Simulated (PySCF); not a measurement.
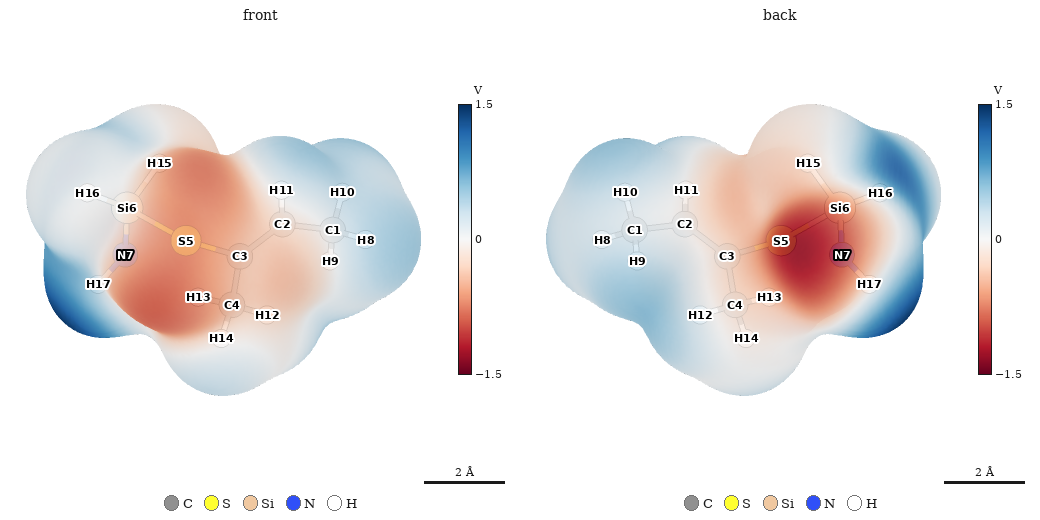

*C₄H₁₀NSSi (doublet). The molecular electrostatic potential painted on the density surface at 0.001 e/bohr³, seen from the front and from behind; red is negative and blue positive.*

Geometry: GFN2-xTB.

Level of theory: UKS B3LYP, pcH-1 on C H N S Si, non-relativistic, mean-field spin-orbit, GIAO in PySCF 2.14.0, density-fitted response routines.

```json
{"atom": "C", "x (Å)": "-2.5310", "y (Å)": "0.1557", "z (Å)": "0.8556"}
{"atom": "C", "x (Å)": "-1.3529", "y (Å)": "0.8412", "z (Å)": "0.2604"}
{"atom": "C", "x (Å)": "-0.3872", "y (Å)": "0.2899", "z (Å)": "-0.4879"}
{"atom": "C", "x (Å)": "-0.2411", "y (Å)": "-1.1361", "z (Å)": "-0.8754"}
{"atom": "S", "x (Å)": "0.8805", "y (Å)": "1.3387", "z (Å)": "-1.0886"}
{"atom": "Si", "x (Å)": "2.6022", "y (Å)": "0.6960", "z (Å)": "0.3347"}
{"atom": "N", "x (Å)": "2.6400", "y (Å)": "-0.9464", "z (Å)": "0.2133"}
{"atom": "H", "x (Å)": "-3.4434", "y (Å)": "0.4986", "z (Å)": "0.3649"}
{"atom": "H", "x (Å)": "-2.4720", "y (Å)": "-0.9241", "z (Å)": "0.7666"}
{"atom": "H", "x (Å)": "-2.6102", "y (Å)": "0.4198", "z (Å)": "1.9097"}
{"atom": "H", "x (Å)": "-1.3027", "y (Å)": "1.9067", "z (Å)": "0.4456"}
{"atom": "H", "x (Å)": "-1.0761", "y (Å)": "-1.7451", "z (Å)": "-0.5437"}
{"atom": "H", "x (Å)": "0.6913", "y (Å)": "-1.5042", "z (Å)": "-0.4292"}
{"atom": "H", "x (Å)": "-0.1394", "y (Å)": "-1.2213", "z (Å)": "-1.9565"}
{"atom": "H", "x (Å)": "1.9781", "y (Å)": "1.0922", "z (Å)": "1.5886"}
{"atom": "H", "x (Å)": "3.5267", "y (Å)": "1.6934", "z (Å)": "-0.1906"}
{"atom": "H", "x (Å)": "3.2301", "y (Å)": "-1.4430", "z (Å)": "-0.4378"}
```

Describe the electrostatic potential map.

The most negative region (about −1.3 V) lies over N7, the most positive (about +1.4 V) over H17. N7 is the likeliest acceptor of a hydrogen bond.
